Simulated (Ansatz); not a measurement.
GeH$_{5}$O$_{2}$F: nudged elastic band (part 2 of 2)

The same run, continued: GeH$_{5}$O$_{2}$F; RKS PBE0/def2-SVP (Ansatz 0.2.0). It belongs to a series of runs on one base structure; here: band between the two ends.

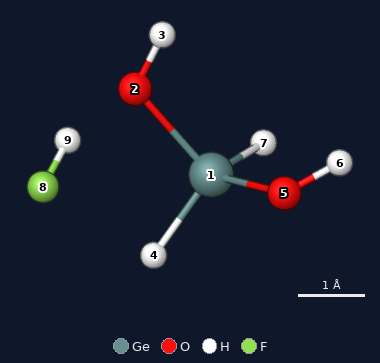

Fig. 1: The structure as given in the input (ball-and-stick view, seen at a tilt; atoms are numbered from 1 in the order of the input). Sticks mark near contacts.

### The last band as extended XYZ, continued
```
9
Properties=species:S:1:pos:R:3:forces:R:3 image=3 energy=-63385.07350
Ge   -0.0724   -0.0484   -0.0074   -0.0670  -0.1468  -0.0072
O     0.0437   -0.0278    1.8123   -0.0484   0.0132  -0.0849
H    -0.7623   -0.2533    2.2884   -0.0575  -0.0395  -0.0734
H     1.3600   -0.0486   -0.5224   -0.0447   0.0075   0.0587
O    -1.0309    1.2826   -0.6768   -0.0187  -0.0680   0.0729
H    -1.8615    0.9513   -1.0357   -0.0091   0.0241   0.0312
H    -0.8819   -1.3293   -0.2751   -0.0245  -0.1528  -0.1051
F     0.9901    2.0652    1.1478    0.1668   0.1845   0.1231
H     0.6481    1.3944    1.7366    0.1031   0.1778  -0.0154
9
Properties=species:S:1:pos:R:3:forces:R:3 image=4 energy=-63384.80259
Ge   -0.0189    0.0712    0.0042   -0.1541  -0.3202   0.0769
O     0.0785   -0.0480    1.8772   -0.1355  -0.0656  -0.1817
H    -0.7490   -0.1995    2.3483   -0.0490  -0.1210  -0.1405
H     1.3989   -0.0314   -0.5555   -0.0903   0.0368   0.1280
O    -1.0339    1.3350   -0.7252    0.0286  -0.0867   0.1625
H    -1.8228    0.9253   -1.1008    0.0428   0.0408   0.0486
H    -0.8533   -1.2054   -0.2084   -0.0915  -0.2465  -0.1713
F     0.8587    1.9069    1.0667    0.1879   0.2441   0.3130
H     0.5747    1.2319    1.7611    0.2611   0.5183  -0.2354
9
Properties=species:S:1:pos:R:3:forces:R:3 image=5 energy=-63384.53930
Ge    0.0311    0.1897   -0.0268    0.0069   0.0151  -0.0084
O     0.1456   -0.0140    1.9499    0.0069   0.0000   0.0165
H    -0.6930   -0.1337    2.4114   -0.0134   0.0236   0.0069
H     1.4126   -0.0515   -0.6310    0.0034   0.0034  -0.0164
O    -1.0790    1.3589   -0.7664   -0.0276  -0.0015   0.0166
H    -1.8581    0.8976   -1.0967    0.0136  -0.0048  -0.0154
H    -0.8271   -1.1168   -0.1264    0.0133   0.0123   0.0009
F     0.8013    1.8143    0.9183    0.0002  -0.0192  -0.0215
H     0.4995    1.0415    1.8353   -0.0035  -0.0289   0.0208
9
Properties=species:S:1:pos:R:3:forces:R:3 image=6 energy=-63385.00119
Ge    0.0315    0.3582   -0.1830    0.0062   0.1151  -0.1067
O     0.3517   -0.1269    2.2143    0.1156  -0.0828   0.1999
H    -0.5489   -0.1920    2.5527    0.0460  -0.0213   0.0939
H     1.3806   -0.0417   -0.7768   -0.0186   0.0156  -0.1121
O    -1.0535    1.3029   -1.2177    0.0081  -0.0089  -0.2731
H    -1.9379    0.9257   -1.1861   -0.0154   0.0082  -0.1182
H    -0.8627   -0.8647    0.1369   -0.0152   0.1737   0.1620
F     0.5398    1.7919    0.7756   -0.1447  -0.0371  -0.0738
H     0.5324    0.8328    2.1518    0.0179  -0.1626   0.2282
9
Properties=species:S:1:pos:R:3:forces:R:3 image=7 energy=-63385.40585
Ge   -0.0921    0.3860   -0.2499   -0.0382   0.0216  -0.0352
O     0.6335   -0.1870    2.3429    0.0950  -0.0214   0.0822
H    -0.2546   -0.3368    2.6871    0.0524  -0.0508   0.0533
H     1.2958   -0.0116   -0.7350   -0.0289   0.0207  -0.0104
O    -0.9890    1.1006   -1.5942    0.0254  -0.0538  -0.1413
H    -1.9256    1.1528   -1.3744    0.0036   0.0601  -0.1092
H    -1.0065   -0.6870    0.3486   -0.0416   0.0838   0.0769
F     0.1119    1.7917    0.8060   -0.1149  -0.0069   0.0165
H     0.6595    0.7775    2.2365    0.0471  -0.0531   0.0671
9
Properties=species:S:1:pos:R:3:forces:R:3 image=8 energy=-63385.52169
Ge   -0.2744    0.3808   -0.2106   -0.0084  -0.0075  -0.0056
O     0.8792   -0.1606    2.2561    0.0005   0.0032  -0.0037
H     0.2178   -0.4990    2.8698   -0.0007  -0.0010   0.0016
H     1.1442   -0.0488   -0.5458    0.0016  -0.0008  -0.0015
O    -0.9159    0.9997   -1.7393    0.0070   0.0046  -0.0102
H    -1.8206    1.3241   -1.6790    0.0013  -0.0028   0.0068
H    -1.2761   -0.5995    0.4091   -0.0014  -0.0016   0.0043
F    -0.2466    1.7936    0.8465   -0.0006   0.0048   0.0081
H     0.7252    0.7958    2.2609    0.0007   0.0009   0.0001
```

This output came from the following input.

### Input file
```yaml
crystal:
  periodic: [false, false, false]
  atoms:
    - { symbol: Ge, position_ang: [-0.152905, -0.126847, -0.106213] }
    - { symbol: O, position_ang: [-0.074888, 0.065503, 1.683879] }
    - { symbol: H, position_ang: [-0.931343, 0.064491, 2.125524] }
    - { symbol: H, position_ang: [1.270902, 0.125128, -0.57325] }
    - { symbol: O, position_ang: [-1.217108, 1.115097, -0.778432] }
    - { symbol: H, position_ang: [-2.116691, 0.81061, -0.934901] }
    - { symbol: H, position_ang: [-0.743638, -1.518469, -0.401453] }
    - { symbol: F, position_ang: [1.481139, 2.081712, 1.601577] }
    - { symbol: H, position_ang: [0.917432, 1.368876, 1.850869] }
basis:
  gaussian: { orbitals: def2-SVP }
hamiltonian:
  xc: pbe0
neb:
  order_check: false
  images: 7
  f_tol: 0.05
  max_iterations: 60
  optimiser: lbfgs
  climbing: true
  final_atoms:
    - { symbol: Ge, position_ang: [-0.27435273, 0.38082393, -0.21057465] }
    - { symbol: O, position_ang: [0.87919845, -0.160564, 2.25605073] }
    - { symbol: H, position_ang: [0.21784461, -0.49898715, 2.86980335] }
    - { symbol: H, position_ang: [1.14417285, -0.04877699, -0.54579561] }
    - { symbol: O, position_ang: [-0.91594348, 0.99969011, -1.7393105] }
    - { symbol: H, position_ang: [-1.82056686, 1.324068, -1.67900627] }
    - { symbol: H, position_ang: [-1.27611021, -0.59954368, 0.40905499] }
    - { symbol: F, position_ang: [-0.24655317, 1.79363623, 0.84649638] }
    - { symbol: H, position_ang: [0.72521053, 0.79575454, 2.26088159] }
  initial_path:
    images:
      - { positions_ang: [[-0.152905, -0.126847, -0.106213], [-0.074888, 0.065503, 1.683879], [-0.931343, 0.064491, 2.125524], [1.270902, 0.125128, -0.57325], [-1.217108, 1.115097, -0.778432], [-2.116691, 0.81061, -0.934901], [-0.743638, -1.518469, -0.401453], [1.481139, 2.081712, 1.601577], [0.917432, 1.368876, 1.850869]] }
      - { positions_ang: [[-0.11272191, -0.09799169, -0.07633182], [-0.0488825, 0.0642872, 1.79590409], [-0.91559496, -0.01042814, 2.21623785], [1.31906289, 0.09711422, -0.55960895], [-1.13119705, 1.18317845, -0.73761833], [-2.0440997, 0.88841712, -0.90595097], [-0.73027303, -1.46723132, -0.41406555], [1.28729817, 2.00019338, 1.34390261], [0.8093081, 1.32856178, 1.80513107]] }
      - { positions_ang: [[-0.07253882, -0.06913638, -0.04645063], [-0.022877, 0.0630714, 1.90792919], [-0.89984691, -0.08534728, 2.3069517], [1.36722377, 0.06910043, -0.5459679], [-1.0452861, 1.25125989, -0.69680467], [-1.9715084, 0.96622424, -0.87700095], [-0.71690807, -1.41599363, -0.4266781], [1.09345733, 1.91867476, 1.08622822], [0.7011842, 1.28824755, 1.75939314]] }
      - { positions_ang: [[-0.03235573, -0.04028107, -0.01656945], [0.00312849, 0.06185561, 2.01995428], [-0.88409887, -0.16026641, 2.39766555], [1.41538466, 0.04108665, -0.53232685], [-0.95937515, 1.31934134, -0.655991], [-1.89891711, 1.04403137, -0.84805092], [-0.7035431, -1.36475595, -0.43929065], [0.8996165, 1.83715614, 0.82855383], [0.5930603, 1.24793333, 1.71365522]] }
      - { positions_ang: [[0.00782736, -0.01142576, 0.01331173], [0.02913399, 0.06063981, 2.13197937], [-0.86835083, -0.23518555, 2.4883794], [1.46354554, 0.01307286, -0.5186858], [-0.87346419, 1.38742278, -0.61517734], [-1.82632581, 1.12183849, -0.81910089], [-0.69017813, -1.31351826, -0.4519032], [0.70577567, 1.75563752, 0.57087944], [0.4849364, 1.20761911, 1.66791729]] }
      - { positions_ang: [[-0.06271767, 0.08663666, -0.04265986], [0.24165011, 0.00533886, 2.16299721], [-0.59680197, -0.30113595, 2.58373539], [1.38370237, -0.0023896, -0.52546326], [-0.88408401, 1.29048962, -0.89621063], [-1.82488607, 1.17239587, -1.03407724], [-0.83666115, -1.13502461, -0.23666365], [0.46769346, 1.7651372, 0.63978367], [0.54500494, 1.10465296, 1.81615836]] }
      - { positions_ang: [[-0.13326269, 0.18469909, -0.09863146], [0.45416622, -0.04996209, 2.19401505], [-0.32525311, -0.36708635, 2.67909137], [1.3038592, -0.01785207, -0.53224071], [-0.89470384, 1.19355645, -1.17724392], [-1.82344633, 1.22295325, -1.24905358], [-0.98314417, -0.95653097, -0.0214241], [0.22961125, 1.77463688, 0.70868791], [0.60507347, 1.00168682, 1.96439944]] }
      - { positions_ang: [[-0.20380771, 0.28276151, -0.15460306], [0.66668234, -0.10526304, 2.22503289], [-0.05370425, -0.43303675, 2.77444736], [1.22401603, -0.03331453, -0.53901816], [-0.90532366, 1.09662328, -1.45827721], [-1.8220066, 1.27351062, -1.46402993], [-1.12962719, -0.77803732, 0.19381544], [-0.00847096, 1.78413655, 0.77759214], [0.665142, 0.89872068, 2.11264052]] }
      - { positions_ang: [[-0.27435273, 0.38082393, -0.21057465], [0.87919845, -0.160564, 2.25605073], [0.21784461, -0.49898715, 2.86980335], [1.14417285, -0.04877699, -0.54579561], [-0.91594348, 0.99969011, -1.7393105], [-1.82056686, 1.324068, -1.67900627], [-1.27611021, -0.59954368, 0.40905499], [-0.24655317, 1.79363623, 0.84649638], [0.72521053, 0.79575454, 2.26088159]] }
```

Command:
```bash
ansatz run input.yaml --threads 2 --pin off --max-ram 3072MiB --backend cpu --events-out ev --progress --plain --runs-dir out
```

### Key numbers

| quantity | value |
| --- | --- |
| outcome | converged |
| barrier, forward | 0.662 eV |
| barrier, backward | 0.982 eV |
| hardware | 2 threads of Arm Neoverse V2, 24 GiB of memory available, shared host |
| wall time | 9.5 min (CPU time 18 min) |
| peak memory | 0.22 GiB |

### Remarks

The order of the saddle point was not checked.
